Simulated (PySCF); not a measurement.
SiF₄···C₂H₆O (SMILES F[Si](F)(F)F.COC)

Input file:

```
{"job": {"kind": "inter", "xc": "wB97M-D3(BJ)", "basis": "def2-SVPD", "pairs": false}, "charge": 0, "multiplicity": 1, "parts": [{"atoms": "0-4", "charge": 0, "multiplicity": 1}, {"atoms": "5-13", "charge": 0, "multiplicity": 1}]}
F      0.979921    -0.765703    -1.071002
Si    -0.016896    -0.957716     0.182486
F     -0.196000     0.606294     0.578419
F     -1.566342    -1.293131    -0.140689
F      0.585378    -1.479740     1.584353
C     -0.303257    -3.940228     0.578492
O      0.230061    -2.976942    -0.324062
C     -0.016346    -3.328107    -1.681436
H      0.000446    -3.653745     1.587334
H      0.110559    -4.926892     0.329685
H     -1.400789    -3.964057     0.503645
H      0.396594    -4.328214    -1.870492
H     -1.097775    -3.323412    -1.883874
H      0.489024    -2.592681    -2.310710
```

Command:

```sh
OMP_NUM_THREADS=1 python cluster_run.py task.json out
```

Geometry: PBE0-D3(BJ)/def2-SVPD.

Theory: PySCF, wB97M-D3(BJ)/def2-SVPD, SCF density, gas phase.

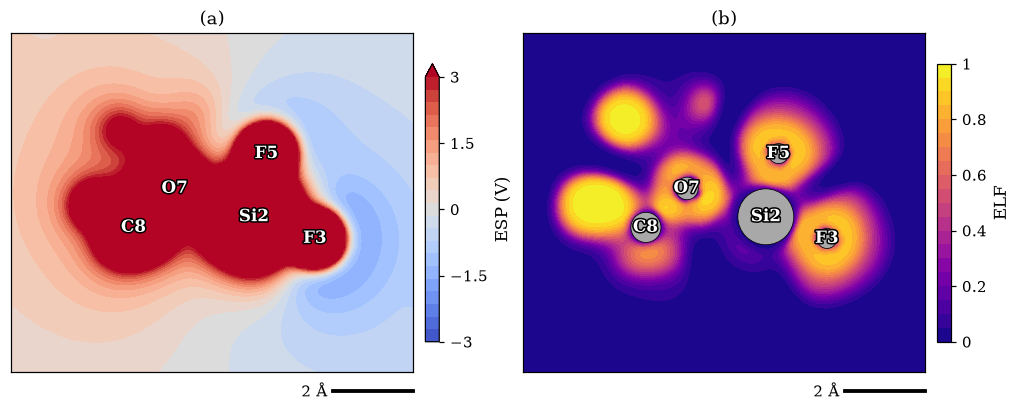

Figure 1. (a) molecular electrostatic potential; (b) ELF on the plane of atoms F3, Si2 and F5. Grey discs cover the atomic cores in the ELF map.

Q: Describe what can be read from this map.

A: The plane passes through Si, F, O and C nuclei.
Si2···O7 (2.10 Å): the ELF peaks at about 0.90 in the valence shell of O, 0.6 Å from its nucleus, and is about 0.55 at the midpoint.
C–O (1.42 Å): the ELF peaks at about 0.90 between the atoms, as expected for a shared but strongly polarised pair.
Si–F (1.61 Å): the ELF peaks at about 0.85 in the valence shell of F, 0.6 Å from its nucleus, and is about 0.55 at the midpoint.
The ELF also peaks beside F3 and F5, away from the bonds: lone-pair regions.
Outside the dense part of the complex the potential is most negative (−1.5 V) near F3.

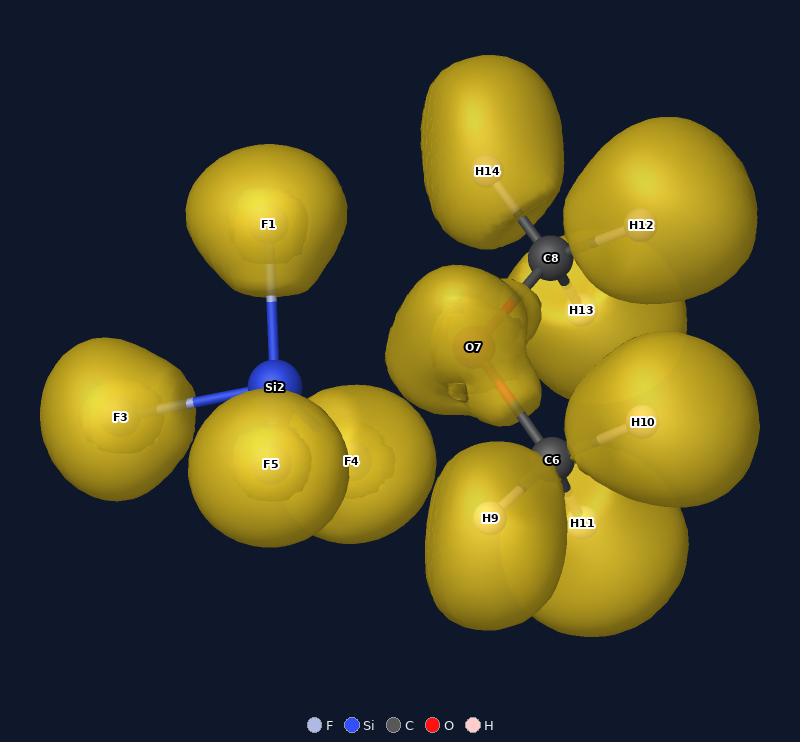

Figure 2. Isosurface of the ELF at 0.75 (yellow), seen at an oblique angle. Core shells and regions of very low density are left out.

Q: Describe the localisation domains.

A: The surface consists of six regions around hydrogen nuclei, one region on O in which the atom's valence shell and bonds are merged and four regions wrapped around F (its lone pairs, merged into a ring or cap).

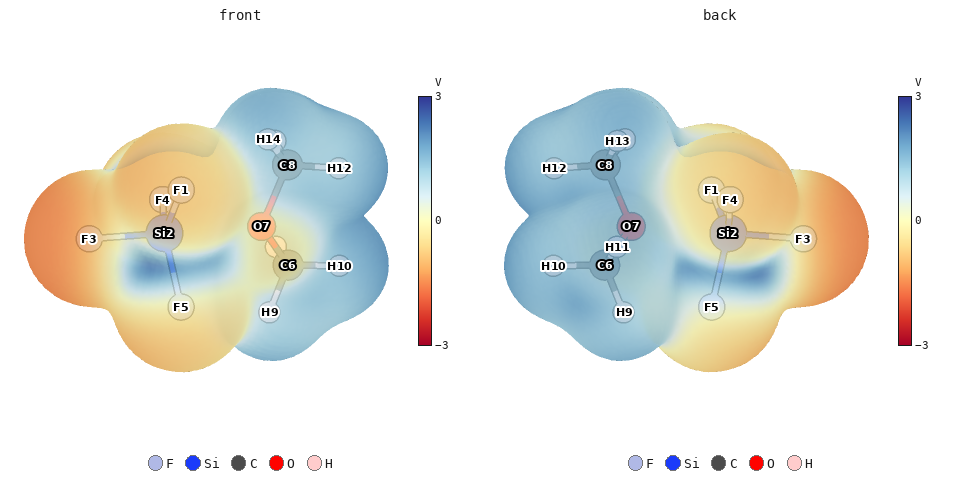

Figure 3. The molecular electrostatic potential painted on the density surface at 0.004 e/bohr³, seen from the front and from behind; red is negative and blue positive.

Q: Where is the surface potential most negative and most positive?

A: The most negative region (about −1.5 V) lies over F3, the most positive (about +2.1 V) over Si2.

Q: What dipole moment does the calculation give?

A: Its dipole moment is 5.57 D.
